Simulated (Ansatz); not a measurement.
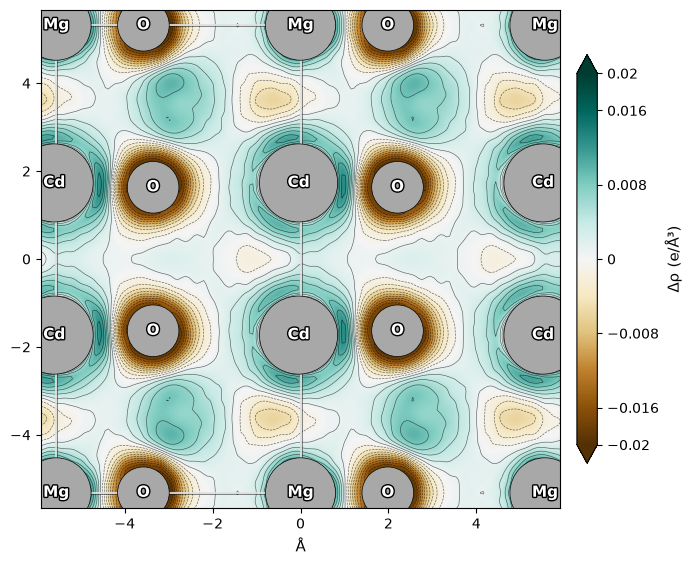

MgCd₂O₃. Difference of the valence pseudo-densities of two functionals at the same geometry, on the (11̄0) plane of the calculation cell: PBE less r2SCAN.

Space group Cmc2₁; a generated structure, not necessarily the stable one.

Both computed with Ansatz (plane waves, PAW), on the same k-point mesh. Grey discs cover the atomic cores.

**Where does the change of functional move the electrons?**

Against r2SCAN, PBE gives more density around Cd (+0.010 e/Å³ on average at 1.1 Å from the nucleus) and less density around O (−0.014 e/Å³ on average at 0.7 Å from the nucleus).
